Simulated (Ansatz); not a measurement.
Band structure of Mo (Im-3m, 1 atom in the cell).

```yaml
crystal:
  lattice:
    - [-1.57500, 1.57500, 1.57500]
    - [1.57500, -1.57500, 1.57500]
    - [1.57500, 1.57500, -1.57500]
  atoms:
    - { symbol: Mo, position: [0.00000, 0.00000, 0.00000] }
```

Method: PBE (plane waves, PAW; Ansatz, an electronic-structure program).

Settings: kpoints.mp_grid.grid = 10 10 10; hamiltonian.xc = pbe; hamiltonian.pseudopotentials = {kind: paw} (the program's default PAW files); scf.occupations.method = gaussian; scf.occupations.width = 0.0037 Ry; kpoints.band_path.npoints = 8.

The starting cell has typed, rounded lattice constants, without a prior relaxation at this level. Spin polarisation is off.

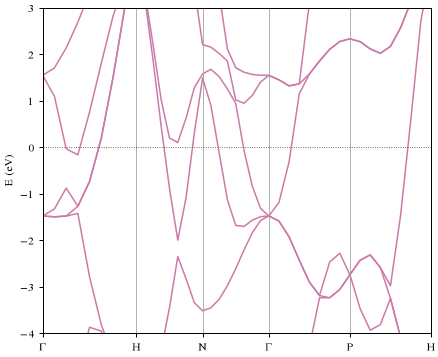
Figure. Bands along the path, energies from the Fermi level.

Levels in eV from the Fermi level, bands 4 to 10:
```tsv
point	4	5	6	7	8	9	10
Γ	-34.64	-7.36	-1.48	-1.48	-1.48	1.55	1.55
H	-35.61	-5.56	-5.56	3.87	3.87	3.87	8.93
N	-34.65	-5.44	-3.52	1.49	1.58	2.21	4.64
P	-35.35	-2.74	-2.74	-2.74	2.33	2.33	9.46
```

Bands cross the Fermi level along this path, so the cell is metallic at this level.

Keys are those of Ansatz 0.2.
